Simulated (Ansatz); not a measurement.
# F3GeHS···GeH4: what the fields show

```xyz
11

Ge   -0.5837    0.1638   -0.7576
Ge   -0.2512   -0.3463    3.3668
H    -0.5033   -1.1469    4.6685
H     0.7115   -1.1237    2.4413
H     0.3131    1.0515    3.7046
F     0.1970    1.1830    0.4201
F    -0.0634    0.6810   -2.3260
F     0.1267   -1.4003   -0.5030
S    -2.7710    0.2241   -0.6100
H    -2.6922    0.0169    0.7402
H    -1.6154   -0.1759    2.6353
```

Theory: Ansatz, RKS PBE/def2-SVP.

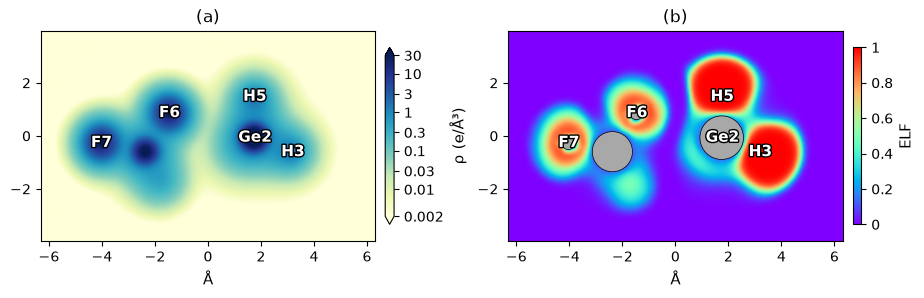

Figure 1. (a) total electron density; (b) electron localisation function on the plane of atoms H3, Ge2 and H5. Grey discs cover the atomic cores in the ELF map.

Question: Interpret the plot.

Answer:
- Atoms in the plane: Ge, H and F.
- Ge2···F6 (3.35 Å): the density falls to about 0.04 e/Å³ on the way; the ELF dips to about 0 between them; a non-bonded, intermolecular contact.
- Ge–H (1.54 Å): ρ is about 1 e/Å³ halfway; the ELF climbs to about 1 towards the hydrogen.
- The ELF also peaks beside F7 and F6, away from the bonds: lone-pair regions.

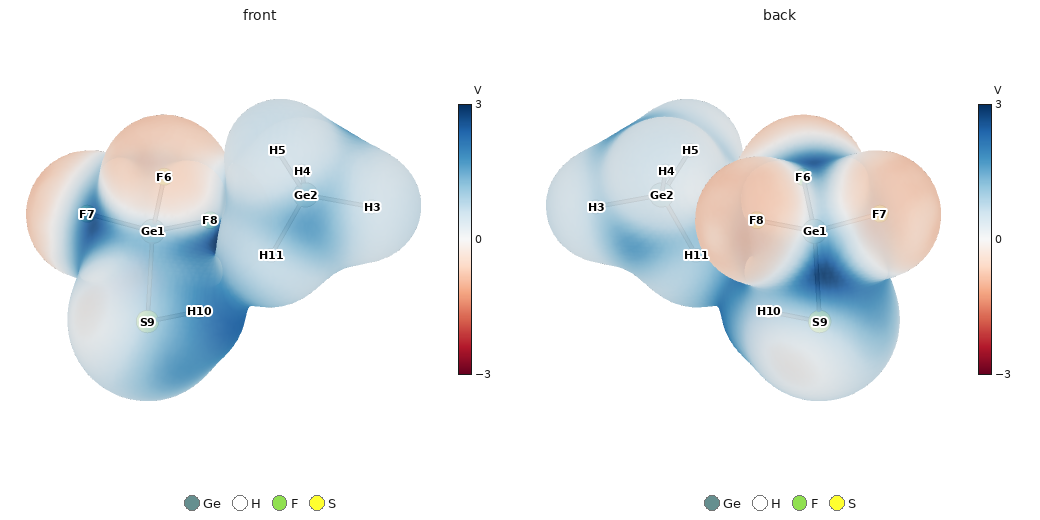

Figure 2. The electrostatic potential painted on the density surface at 0.004 e/bohr³, seen from the front and from behind; red is negative and blue positive.

Question: Which sites attract a positive test charge, and which a negative one?

Answer: A positive charge is drawn to the negative regions and a negative charge to the positive ones. The most negative region (about −0.8 V, or −18 kcal/mol for a unit charge) lies over F6, F7 and F8, the most positive (about +2.8 V, or +65 kcal/mol for a unit charge) over Ge1.

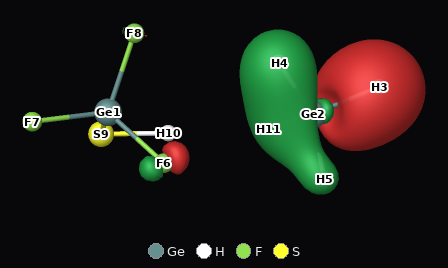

Figure 3. The HOMO−1 at ±0.15 Å⁻³ᐟ² (green and red are the two phases), seen from one side.

Question: Describe this orbital and give its energy.

Answer: It lies mainly on Ge2 (about 45 %), H3 (about 35 %) and H4 (about 15 %). Its energy is −8.36 eV.

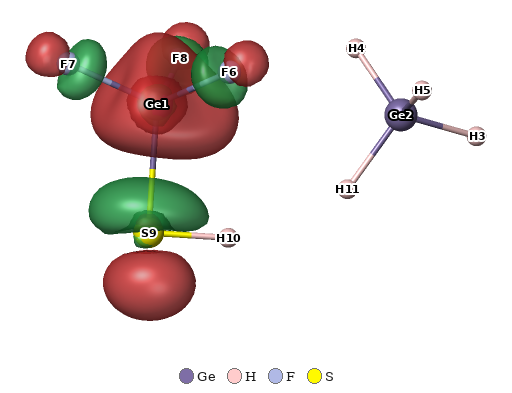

Figure 4. One frontier orbital at ±0.15 Å⁻³ᐟ² (green and red are the two phases), seen across its widest extent.

Question: Which orbital is it: HOMO or LUMO?

Answer: The LUMO, at −2.62 eV. It lies mainly on Ge1 (about 35 %), S9 (about 30 %), F8 (about 10 %), F6 (about 10 %) and F7 (about 10 %).
